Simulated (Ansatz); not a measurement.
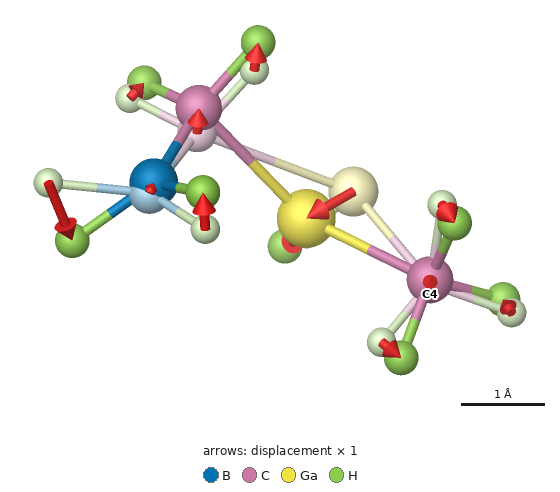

A relaxation of C2H8BGa (coarse preliminary run). The starting structure is drawn faded, the final one solid; red arrows show the displacements, at their true length. The two geometries are superimposed by the best rigid fit.

Style: ball-and-stick. Shown from a free direction.

The start comes from a force field.

The calculation used RKS PBE-D4/def2-SVP in Ansatz 0.2.0. (force threshold 0.03 eV/Å; at most 200 steps)

What did the optimiser do to the structure, and how much energy did it gain?

The atom that moves furthest after the best rigid fit is an H atom (0.88 Å). Largest moves by element: H 0.88 Å, Ga 0.71 Å, C 0.33 Å, B 0.14 Å. Some distances before and after: Ga–H 0.984 → 1.584 Å, C–Ga 2.233 → 2.040 Å, C–Ga 1.858 → 1.972 Å, C–H 1.173 → 1.108 Å. Among the angles between lasting bonds that change: C–Ga–H 87.4° → 115.6°, Ga–C–H 86.2° → 111.6°, B–C–Ga 120.4° → 98.0°. Over 12 accepted moves (14 points after the start) the energy falls by 9.550 eV. Largest force component: 23 eV/Å at the start, 0.029 eV/Å at the end. The line search rejected the trial steps at points 11, 13 of the run. The run took 21 s on 4 threads of Arm Neoverse V1, on a shared host.
